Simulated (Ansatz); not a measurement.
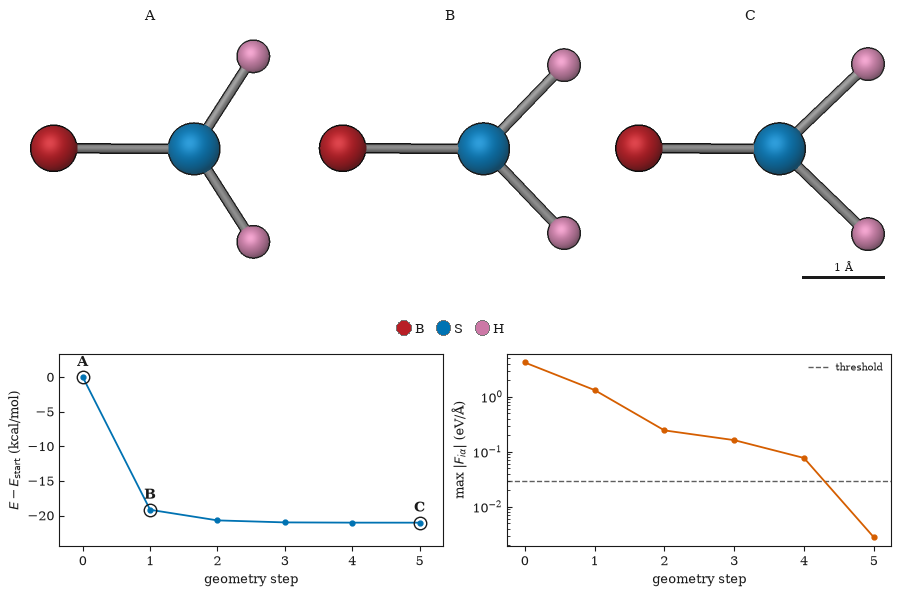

Frames of a relaxation of BH2S (charge −1), marked on the history of the run. A ball-and-stick model, seen at a tilt.

It is one of the separated reactants of a reaction.

All numbers below come from RKS PBE-D4/def2-SVPD (Ansatz 0.2.0). Set-up: force threshold 0.03 eV/Å; at most 250 steps.

What happens along the run?

The energy falls by 21.0 kcal/mol in 5 geometry steps. The largest force component goes from 4.2 to 0.0028 eV/Å. The largest moves after the best rigid fit, 0.21 Å, are those of H atoms. By element the largest moves are H 0.21 Å, B 0.18 Å, S 0.18 Å. Some distances before and after: H–S 1.360 → 1.519 Å. Among the angles between lasting bonds that change: H–S–H 114.5° → 87.4°, B–S–H 122.7° → 136.3°. Cost: 5.5 s on 2 threads of Arm Neoverse V1 (shared host). From step 0 to 1: H atoms move most (0.17 Å), energy −19.2 kcal/mol. From step 1 to 5: S and H atoms move most (0.05 Å), energy −1.86 kcal/mol.
